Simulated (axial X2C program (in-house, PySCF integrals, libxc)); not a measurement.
# Run report: SeFe⁻, relativistic diatomic calculation

SeFe⁻, single determinant with M_S = 5/2 and |Λ| = 0. Computed at this level: HF, spin-free X2C-1e, Se dyall-acv3z, Fe dyall-acv3z (cores contracted) (axial X2C program (in-house, PySCF integrals, libxc)).

Input file:
```
{"zs": [34, 26], "q": -1, "bas": ["dyall-acv3z", "dyall-acv3z"], "levels": ["PBE0", "HF", "BLYP"], "cc": true, "r0": 2.16, "thr": -2.0, "nmax": 90, "npts": 10, "nst": 2, "ntry": 6}
```

The line is the task of a batch: nuclear charges, charge, bases, the levels to run, a first guess of the distance and further settings. This report covers HF without spin-orbit coupling. The log is that of the reference distance 2.159 Å.

Hardware: 1 thread of Arm Neoverse V1, 24 GiB of memory available, shared host.

Launched within a batch (the task file carries these settings):
```bash
python <driver script> task.json out
```

Log:
```
spin-free X2C-1e  HF
basis functions 242  fitting functions 1312  grid points 5799
iter        total energy     max residual
   1      -3699.537131629     1.70e-01
   2      -3699.592171685     1.78e-02
   3      -3699.600383992     1.00e-02
   4      -3699.602598835     4.63e-03
   5      -3699.603856253     2.14e-03
   6      -3699.604116729     1.52e-03
   7      -3699.604235317     1.15e-03
   8      -3699.604364928     5.59e-04
   9      -3699.604403043     2.36e-04
  10      -3699.604409404     9.09e-05
  11      -3699.604410575     3.04e-05
  12      -3699.604410758     2.06e-05
  13      -3699.604410780     7.40e-06
  14      -3699.604410785     4.90e-06
  15      -3699.604410787     2.01e-06
converged
one-electron -5582.53912998  Coulomb 1808.40409003  exact exchange -142.14035483  xc functional 0.00000000  nuclear repulsion 216.67098400
correlated 15  virtual 329  natural virtual 90  E(MP2) -0.372285339  MP2 remainder -0.037149718
iter   CCSD correlation   residual
   1     -0.338282571   1.37e-01
   2     -0.346966884   6.44e-02
   3     -0.350801356   3.45e-02
   4     -0.351576077   1.85e-02
   5     -0.352253760   1.02e-02
   6     -0.352455968   4.59e-03
   7     -0.352492936   1.68e-03
   8     -0.352514620   6.95e-04
   9     -0.352504625   3.00e-04
  10     -0.352508417   1.13e-04
  11     -0.352506224   4.79e-05
  12     -0.352506727   2.43e-05
  13     -0.352506522   1.29e-05
  14     -0.352506417   6.36e-06
  15     -0.352506371   3.15e-06
  16     -0.352506328   1.61e-06
  17     -0.352506300   8.36e-07
  18     -0.352506282   4.68e-07
(T) -0.01676511674326828  T1 0.0477  D1 0.1062  max T2 0.042
```

The points of the curve:

| R (Å) | E (hartree) | dipole (D; origin at the first atom, positive when the second is positive) | highest filled (eV) | lowest empty (eV) |
| --- | --- | --- | --- | --- |
| 2.030 | −3699.584136 | −3.44 | −2.14 | 2.10 |
| 2.094 | −3699.596378 | −3.16 | −2.25 | 2.09 |
| 2.159 | −3699.604411 | −2.88 | −2.35 | 2.09 |
| 2.235 | −3699.609595 | −2.57 | −2.45 | 2.08 |
| 2.310 | −3699.611314 | −2.27 | −2.53 | 2.07 |

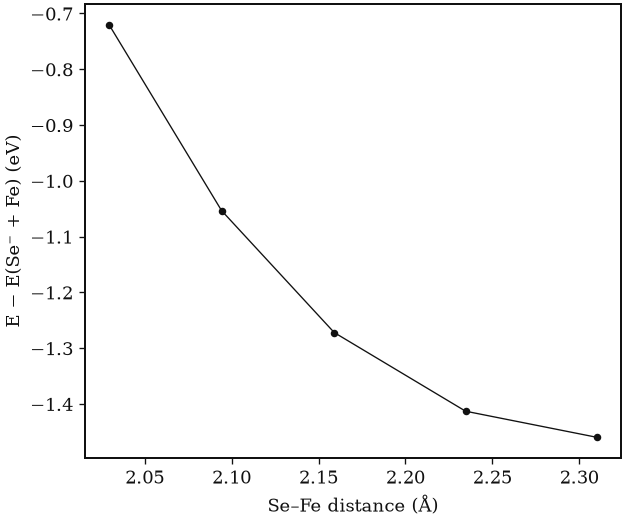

Fig. 1: Energy at 5 bond lengths, for one set of occupations held fixed; the line joins the points. The lowest point is at 2.31 Å, the end of the range, so no minimum is bracketed. The lowest point lies 1.46 eV below Se⁻ + Fe.

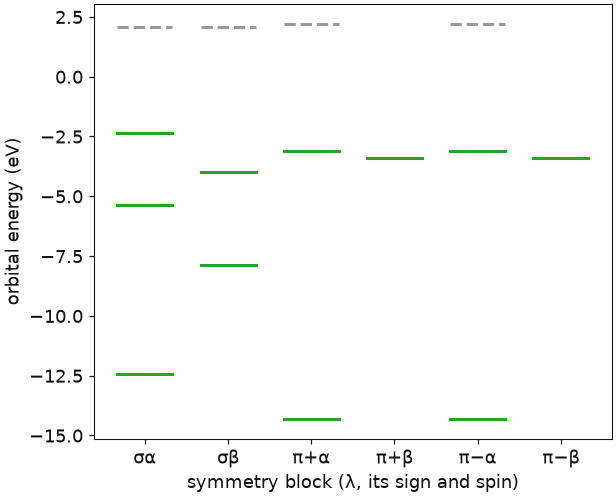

Fig. 2: Orbital energies near the frontier at 2.16 Å, filled (solid) and empty (dashed); a label such as π−α means λ = −1 and α spin. The highest filled orbital (σα; 42 % Fe p, 27 % Fe s) lies at −2.35 eV, the lowest empty one (σβ; 94 % Fe p, 4 % Fe s) at 2.09 eV.

Results in brief:

- outcome: converged
- largest ⟨S²⟩ along the curve: 8.78
- wall time: 3.1 s

Notes:

Hartree–Fock lacks correlation, so it usually binds too weakly. Limits: 5 of the 10 points asked for were kept.
